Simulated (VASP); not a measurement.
Given:

```
CELL_PARAMETERS angstrom
      0.00000     2.93200     2.93200
      2.93200     0.00000     2.93200
      2.93200     2.93200     0.00000
ATOMIC_POSITIONS crystal
  Cd 0.00000 0.00000 0.00000
  S  0.25000 0.25000 0.25000
```

Level of theory: PBE GGA with D3 dispersion (Becke-Johnson damping), VASP's PBE PAW potentials (set 64) (plane waves; VASP 6.6.1). Numerical set-up: 520 eV cut-off, 9×9×9 Γ-centred mesh, tetrahedra with Blöchl corrections, potentials Cd S.

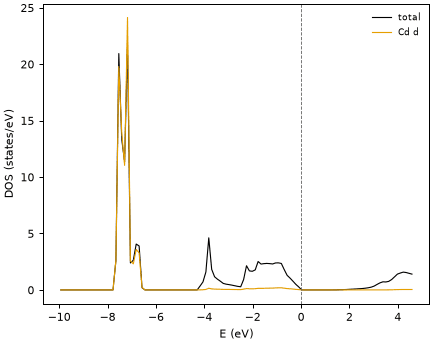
Fig. 1. Total and projected density of states, zero at the valence-band maximum

Within 2 eV below the valence-band maximum the largest weight inside VASP's projection spheres is S p.

The gap is direct, 1.11 eV, from the valence maximum at Γ to the conduction minimum at Γ.

The compound is CdS in the zinc blende structure, a metastable form; wurtzite is the usual one. It was relaxed first.
